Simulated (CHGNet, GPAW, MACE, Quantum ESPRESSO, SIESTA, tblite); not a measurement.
**Quantum ESPRESSO on AlN(11-20)/C(110) interface (80 atoms): settings compared**

How far do other settings of Quantum ESPRESSO move the forces in AlN(11-20)/C(110) interface (80 atoms)? One run of the same program serves as the yardstick.

Method: the method is named at each step, in Quantum ESPRESSO 7.5.

### Step 1. Set-up

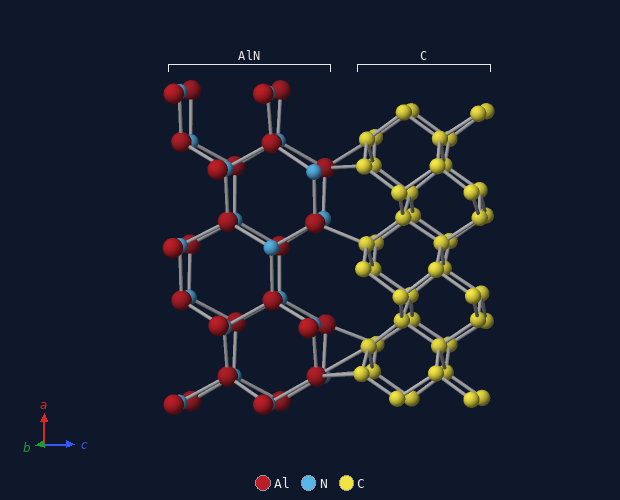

The cell as given, from the side, with the c axis across the page (aluminium red, nitrogen blue, carbon yellow). Some periodic images of atoms are drawn too.

The cell holds 80 atoms: 16 Al, 16 N and 48 C. Its edges and angles: a = 10.741 Å, b = 5.013 Å, c = 22.270 Å, α = 90.0°, β = 90.0°, γ = 90.0°. Wurtzite AlN(11-20), 4 repeat layers, 2 surface cells, strained -0.37 and +0.63 %; diamond-structure C(110), 4 layers, 6 cells, +0.37 and -0.62 %; outer planes 1.82 Å apart, 12 Å of vacuum above; not relaxed, displaced by a Gaussian of 0.02 Å. Then every atom was moved at random, 0.03 Å r.m.s. a Cartesian component. Regions: AlN, 32 atoms (16 Al and 16 N); C, 48 atoms (48 C). Vacuum lies along c.

The yardstick, on the same geometry:

| Property | Result |
| --- | --- |
| method | Kohn-Sham DFT, PBE, SSSP efficiency 1.3.0 pseudopotentials, plane waves (Quantum ESPRESSO 7.5); sssp-pbe-1.3.0-efficiency, cutoffs 60/480 Ry, Γ point |
| r.m.s. force component | 1.825 eV/Å |
| longest force | 5.581 eV/Å |
| time | 8.6 min on 4 MPI ranks of Arm Neoverse N1, shared host |
| CPU time | 34 min |

### Step 2. PBE, gbrv-1.5, 40/200 Ry

Method: Kohn-Sham DFT, PBE, GBRV 1.5 ultrasoft pseudopotentials, plane waves.

The input, pw.in:

```
&control
  calculation = 'scf'
  pseudo_dir = './pseudo'
  outdir = './tmp'
  disk_io = 'none'
  tprnfor = .true.
/
&system
  ibrav = 0
  nat = 80
  ntyp = 3
  ecutwfc = 40
  ecutrho = 200
  nosym = .true.
  occupations = 'smearing'
  smearing = 'fd'
  degauss = 0.003675
/
&electrons
  conv_thr = 4.0e-07
  electron_maxstep = 100
  mixing_beta = 0.2
  mixing_mode = 'local-TF'
  diagonalization = 'david'
/
ATOMIC_SPECIES
Al 26.982 Al.upf
N 14.007 N.upf
C 12.011 C.upf
CELL_PARAMETERS angstrom
10.74060 0.00000 0.00000
0.00000 5.01320 0.00000
0.00000 0.00000 22.27049
ATOMIC_POSITIONS crystal
Al 0.50247 0.00127 0.26858
N 0.33364 0.13349 0.27013
Al 0.32859 0.50945 0.26882
N 0.50519 0.61003 0.26900
Al 0.25241 0.00532 0.34016
N 0.08094 0.13025 0.34008
Al 0.08474 0.50227 0.34071
N 0.24357 0.62304 0.33851
Al 0.49836 0.01628 0.40836
N 0.33054 0.12582 0.41157
Al 0.32895 0.49784 0.41060
N 0.49986 0.63054 0.41244
Al 0.24653 0.00671 0.48081
N 0.08278 0.11640 0.47959
Al 0.08552 0.48880 0.47942
N 0.25171 0.62179 0.47749
Al 0.99885 0.00009 0.26990
N 0.83373 0.12237 0.27252
Al 0.83817 0.49961 0.26825
N 0.00091 0.60611 0.26795
Al 0.75520 0.00402 0.33856
N 0.58218 0.12574 0.34131
Al 0.58213 0.49414 0.34077
N 0.75393 0.61305 0.34021
Al 0.99930 0.00217 0.40985
N 0.83761 0.11942 0.40860
Al 0.83504 0.49786 0.40921
N 0.99679 0.61134 0.40606
Al 0.74974 0.00953 0.47938
N 0.58802 0.12372 0.47973
Al 0.57819 0.50607 0.47741
N 0.74442 0.61084 0.47863
C 0.42747 0.27431 0.56229
C 0.18448 0.02166 0.56007
C 0.26244 0.03205 0.61649
C 0.34513 0.28019 0.62045
C 0.43132 0.28274 0.67230
C 0.18395 0.03093 0.67430
C 0.25970 0.03363 0.73111
C 0.35088 0.28726 0.73103
C 0.43397 0.78227 0.56012
C 0.18159 0.52879 0.56167
C 0.26585 0.53099 0.61348
C 0.34455 0.78685 0.61862
C 0.43281 0.78766 0.67401
C 0.18393 0.53465 0.67191
C 0.26928 0.51650 0.73216
C 0.34808 0.78453 0.73179
C 0.09932 0.27905 0.56146
C 0.85032 0.03667 0.55812
C 0.93383 0.03579 0.61503
C 0.01262 0.27970 0.62169
C 0.09655 0.28235 0.67522
C 0.84516 0.03984 0.67448
C 0.93457 0.03028 0.73201
C 0.01519 0.28337 0.73226
[... 20 atom lines left out ...]
C 0.76597 0.79091 0.67645
C 0.51506 0.51895 0.67528
C 0.59702 0.52930 0.73510
C 0.68144 0.77495 0.72905
K_POINTS gamma
```

Started as:

```
> OMP_NUM_THREADS=1 mpirun -np 2 pw.x -in pw.in > output.txt
```

The log of the run:

```text
Program PWSCF
     gamma-point specific algorithms are used
     Parallelization info
     sticks:   dense  smooth     PW     G-vecs:    dense   smooth      PW
     Min        1532    1223    305               193376   138187   17285
     Max        1533    1224    306               193377   138188   17286
     Sum        3065    2447    611               386753   276375   34571
     bravais-lattice index     =            0
     lattice parameter (alat)  =      20.2968  a.u.
     unit-cell volume          =    8092.2622 (a.u.)^3
     number of atoms/cell      =           80
     number of atomic types    =            3
     number of electrons       =       320.00
     number of Kohn-Sham states=          192
     kinetic-energy cutoff     =      40.0000  Ry
     charge density cutoff     =     200.0000  Ry
     scf convergence threshold =      4.0E-07
     mixing beta               =       0.2000
     number of iterations used =            8  local-TF  mixing
     Exchange-correlation= SLA  PW   PBE  PBE
                           (   1   4   3   4   0   0   0)
     crystal axes: (cart. coord. in units of alat)
               a(1) = (   1.000000   0.000000   0.000000 )
               a(2) = (   0.000000   0.466752   0.000000 )
               a(3) = (   0.000000   0.000000   2.073487 )
     reciprocal axes: (cart. coord. in units 2 pi/alat)
               b(1) = (  1.000000  0.000000  0.000000 )
               b(2) = (  0.000000  2.142464  0.000000 )
               b(3) = (  0.000000  0.000000  0.482279 )
     PseudoPot. # 1 for Al:
     Pseudo is Ultrasoft + core correction, Zval =  3.0
     PseudoPot. # 2 for N :
     Pseudo is Ultrasoft + core correction, Zval =  5.0
     PseudoPot. # 3 for C :
     Pseudo is Ultrasoft + core correction, Zval =  4.0
     atomic species   valence    mass     pseudopotential
     Al                3.00    26.98200     Al( 1.00)
     N                 5.00    14.00700     N ( 1.00)
     C                 4.00    12.01100     C ( 1.00)
     No symmetry found
   Cartesian axes
     number of k points=     1  Fermi-Dirac smearing, width (Ry)=  0.0037
                       cart. coord. in units 2pi/alat
        k(    1) = (   0.0000000   0.0000000   0.0000000), wk =   2.0000000
     Dense  grid:   193377 G-vectors     FFT dimensions: (  96,  45, 192)
     Smooth grid:   138188 G-vectors     FFT dimensions: (  81,  40, 180)
     Initial potential from superposition of free atoms
     starting charge     319.9585, renormalised to     320.0000
     negative rho (up, down):  1.493E-03 0.000E+00
     Starting wfcs are  320 randomized atomic wfcs
     Self-consistent Calculation
     iteration #  1     ecut=    40.00 Ry     beta= 0.20
     negative rho (up, down):  1.374E-05 0.000E+00
     total energy              =    -980.64880584 Ry
     estimated scf accuracy    <      20.89735482 Ry
     iteration #  2     ecut=    40.00 Ry     beta= 0.20
     total energy              =    -978.79790216 Ry
     estimated scf accuracy    <       9.67828597 Ry
     iteration #  3     ecut=    40.00 Ry     beta= 0.20
     total energy              =    -978.45658693 Ry
     estimated scf accuracy    <       2.84591754 Ry
     iteration #  4     ecut=    40.00 Ry     beta= 0.20
     total energy              =    -978.57182794 Ry
     estimated scf accuracy    <       0.94204556 Ry
     iteration #  5     ecut=    40.00 Ry     beta= 0.20
     total energy              =    -978.50407985 Ry
     estimated scf accuracy    <       0.57028713 Ry
     iteration #  6     ecut=    40.00 Ry     beta= 0.20
     negative rho (up, down):  1.012E-06 0.000E+00
     total energy              =    -978.48987541 Ry
     estimated scf accuracy    <       0.35340728 Ry
[...]
negative rho (up, down):  1.201E-04 0.000E+00
[...]
negative rho (up, down):  8.260E-05 0.000E+00
[...]
negative rho (up, down):  3.201E-05 0.000E+00
[...]
total energy              =    -978.44172784 Ry
[...]
iteration # 30     ecut=    40.00 Ry     beta= 0.20
[...]
total energy              =    -978.44172781 Ry
     estimated scf accuracy    <       0.00000085 Ry
     iteration # 31     ecut=    40.00 Ry     beta= 0.20
     negative rho (up, down):  1.059E-03 0.000E+00
     total energy              =    -978.44172766 Ry
     estimated scf accuracy    <       0.00000052 Ry
     iteration # 32     ecut=    40.00 Ry     beta= 0.20
     negative rho (up, down):  1.043E-03 0.000E+00
     End of self-consistent calculation
          k = 0.0000 0.0000 0.0000 ( 17286 PWs)   bands (ev):
   -17.9597 -17.0747 -16.8606 -15.3351 -14.6801 -14.2591 -14.1478 -14.0459
   -13.4788 -13.4288 -13.4184 -12.8929 -12.8245 -12.7265 -12.6909 -12.6112
   -12.6051 -12.4650 -12.3453 -12.3282 -11.8277 -11.6696 -11.5937 -11.4431
   -11.4033 -11.3097 -11.2072 -11.0458 -10.9999 -10.8667 -10.7196 -10.6101
   -10.4846 -10.2676 -10.0856 -10.0740 -10.0386 -10.0068  -9.9797  -9.8317
    -9.3543  -9.2095  -9.1304  -9.1071  -8.9958  -8.5964  -8.4837  -8.1167
[...]
3.9471   4.1458   4.4373   4.6863   4.8706   4.9415   5.0994   5.6855
     7.0077   7.1271   7.2699   7.4844   7.7416   7.8616   7.8985   7.9839
     8.0383   8.1285   8.1688   8.2728   8.3236   8.4515   8.4664   8.5419
     the Fermi energy is     3.0111 ev
!    total energy              =    -978.44172763 Ry
     estimated scf accuracy    <       0.00000017 Ry
     smearing contrib. (-TS)   =      -0.01747126 Ry
     internal energy E=F+TS    =    -978.42425637 Ry
     The total energy is F=E-TS. E is the sum of the following terms:
     one-electron contribution =  -11108.33126937 Ry
     hartree contribution      =    5681.32368432 Ry
     xc contribution           =    -329.78507249 Ry
     ewald contribution        =    4778.36840116 Ry
     convergence has been achieved in  32 iterations
     negative rho (up, down):  1.043E-03 0.000E+00
     Forces acting on atoms (cartesian axes, Ry/au):
     atom    1 type  1   force =    -0.06309803   -0.04516399    0.04930687
     atom    2 type  2   force =     0.02458031    0.00457398   -0.00843019
     atom    3 type  1   force =     0.08514670   -0.04107691    0.03606094
     atom    4 type  2   force =    -0.04539132    0.06510055   -0.01229517
     atom    5 type  1   force =    -0.02296649    0.00800826   -0.03845572
     atom    6 type  2   force =     0.04442630   -0.03661605   -0.01558388
[...]
atom   78 type  3   force =    -0.04245000    0.13312747    0.01695276
     atom   79 type  3   force =     0.16800723    0.00991956   -0.09961450
     atom   80 type  3   force =    -0.18251424    0.05410969   -0.00054996
     Total force =     1.100283     Total SCF correction =     0.000914
     Message from routine punch:
     Nothing written, as per user request (disk_io='none')
```

The job ended after 5 min (2 MPI ranks of Arm Neoverse N1, shared host; peak memory 0.93 GiB; 10 min of CPU time).

Banners, paths, timers and routine set-up lines are dropped from the logs unmarked, and long logs keep their key lines alone; longer cuts are marked.

Against the reference:

| Property | Result |
| --- | --- |
| r.m.s. force component | 1.826 eV/Å |
| r.m.s. difference of force components | 10.84 meV/Å |
| longest difference of force vectors | 45.7 meV/Å |
| force difference over r.m.s. force | 0.5942 % |
| slope of forces against the reference's | 1.001 |
| correlation of force components | 1 |

Length of the force difference by element (eV/Å):

```tsv
element	atoms	mean	most
Al	16	0.016	0.046
C	48	0.019	0.037
N	16	0.012	0.023
```

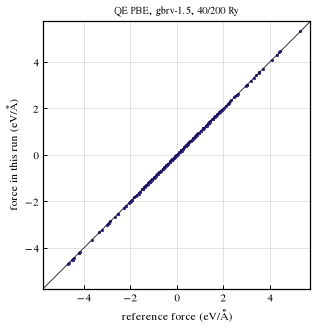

Force components against those of the reference; the line marks equality.

A closer look about C59, picked at random: 9 atoms, nearest first, numbered in the order of the input, with positions taken from that point.

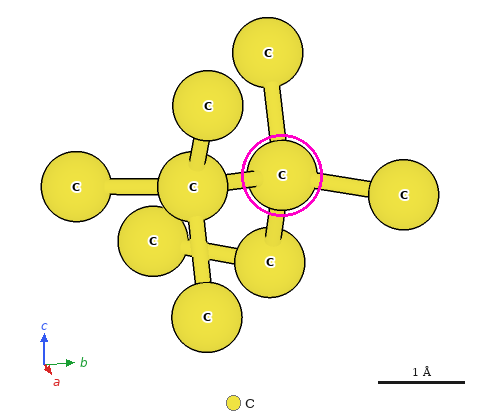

The atoms of the table, within 2.5 Å (arrows a, b, c point along x, y, z); some may hide others; the central atom is ringed.

```tsv
atom	x	y	z	distance (Å)	Fx	Fy	Fz (eV/Å)
C59	0.00	0.00	0.00	0.00	0.00	1.94	-0.53
C52	0.83	-1.21	0.12	1.47	0.20	0.06	-4.52
C62	-0.90	0.00	1.25	1.54	-2.21	1.89	1.62
C60	0.88	1.28	-0.08	1.55	-1.99	0.17	0.40
C58	-0.94	0.03	-1.28	1.59	-2.85	-0.23	2.59
C51	-0.02	-2.44	-0.03	2.44	0.03	-1.92	-0.19
C49	1.76	-1.22	-1.22	2.47	3.01	-2.53	0.94
C53	1.73	-1.20	1.31	2.48	2.48	-0.38	1.37
C65	-1.86	-1.19	-1.19	2.51	4.45	-1.48	1.46
```

Forces lie 0.59 % from the reference's, at 0.29 times its CPU time (on 2 against 4 cores).

### Step 3. Results

| Property | Result |
| --- | --- |
| force difference from the reference | QE PBE, gbrv-1.5, 40/200 Ry, 0.59 % |
| its CPU time | 10 min |

What this shows: PBE on plane waves or a grid with other potentials, cutoffs or grids differs from the reference by 0.59 % (QE PBE, gbrv-1.5, 40/200 Ry) of the r.m.s. force; this holds the reference's own error, so differences of a few per cent don't tell which side is nearer the exact PBE result. One electronic-structure run takes under half the reference's CPU time: QE PBE, gbrv-1.5, 40/200 Ry, at 0.59 % in 10 min against 34 min. The cell is under 6 Å thick along one periodic direction, so every atom has periodic images of itself close by, which move with it and show among its neighbours and in g(r). The host structure and its lattice constant were typed by rule, without a check against the phase diagram. The runs have no spin polarisation, so any moments at edges, vacancies or dangling bonds can't form. The electronic-structure runs sample only Γ, in a cell whose shortest periodic width is 5 Å, which is coarse for a cell with partly filled levels.

[Also dropped from logs without a mark: logging warnings of Python, and SIESTA's first energy breakdown and zero terms.]

[Logs are printed without paths, hosts, clocks, repeated set-up lines and the standing remarks that a program may print on its own settings, such as how far it seeks lower states.]

[Hosts, paths, dates, database ids (printed as entryN), source tags and the programs' standing remarks are cut or masked in the printed files.]
